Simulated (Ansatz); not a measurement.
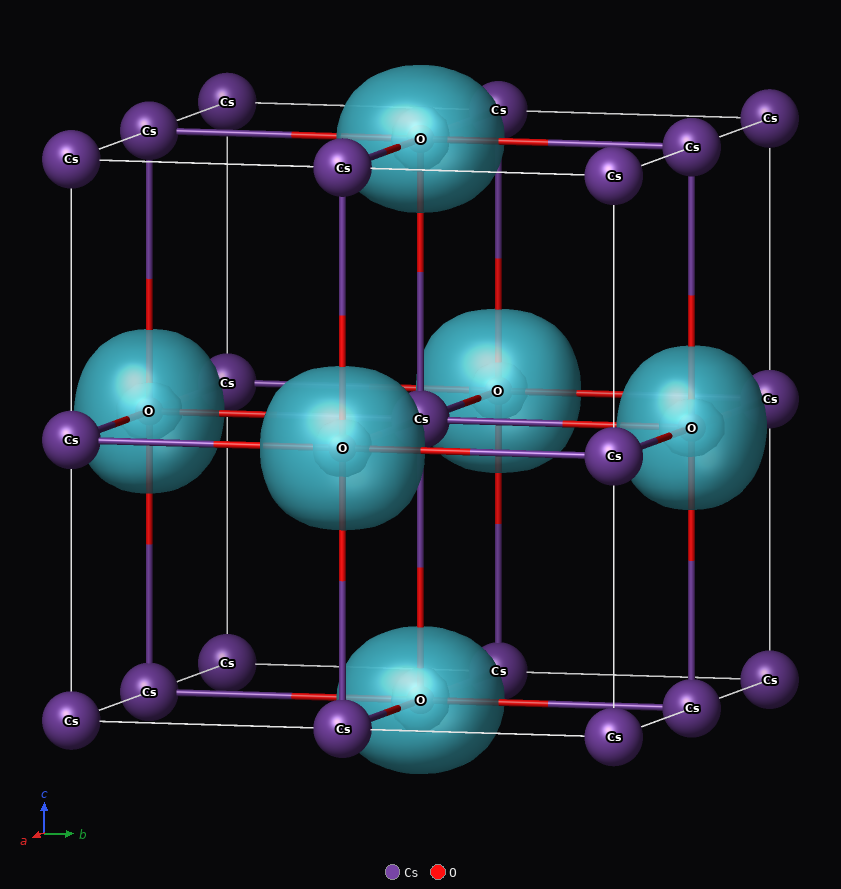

Cs₅O₃. Isosurface of the ELF at 0.7 (cyan), seen slightly off an axis. Core shells and regions of very low density are left out. Sticks mark near contacts.

Space group Pm-3m; a structure generated by program, which may or may not match a known phase; spin-polarised.

The calculation used DFT PBE, scalar-relativistic, plane waves, PAW (Ansatz 0.2.0).

Core electrons are frozen (PAW), and the valence fields are smoothed inside the atomic spheres.

```
Cs O
1.0
     6.57461    0.00000    0.00000
     0.00000    6.57461    0.00000
     0.00000    0.00000    6.57461
Cs O
5 3
Direct
  0.50000 0.00000 0.00000
  0.00000 0.50000 0.00000
  0.00000 0.00000 0.50000
  0.50000 0.50000 0.50000
  0.00000 0.00000 0.00000
  0.00000 0.50000 0.50000
  0.50000 0.00000 0.50000
  0.50000 0.50000 0.00000
```

Q: Describe the localisation domains.

A: At this value the surface marks out three regions wrapped around O (the valence shell of each), counted in one cell of 8 atoms. Regions shared between cells count once. Profiles from the grid: Cs–O (3.29 Å): the ELF is about 0.05 at the midpoint: no localised pair shows between them.

Q: How are the moments arranged in this solution?

A: Parallel moments (a ferromagnetic arrangement) in this solution; site moments O: +0.4 μB (×3) in one cell of 8 atoms.
